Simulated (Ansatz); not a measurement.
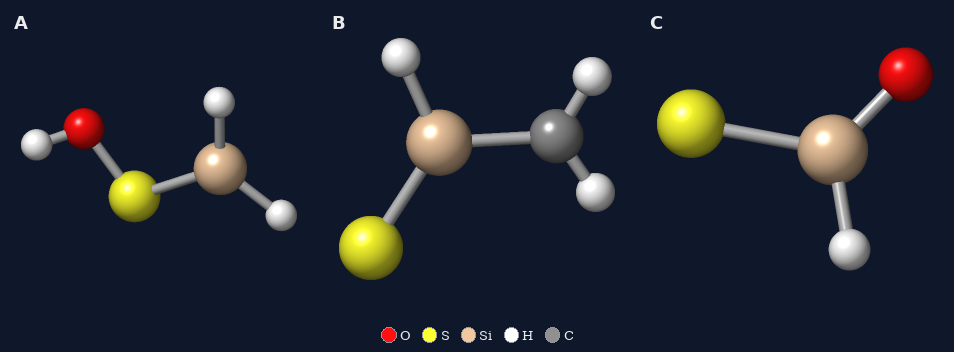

Source: calculation with Ansatz.

**Which panel belongs to which SMILES?**
(1) [O][SiH]=S
(2) OS[SiH2+]
(3) [CH2][SiH]=S

A is (2), B is (3), C is (1).
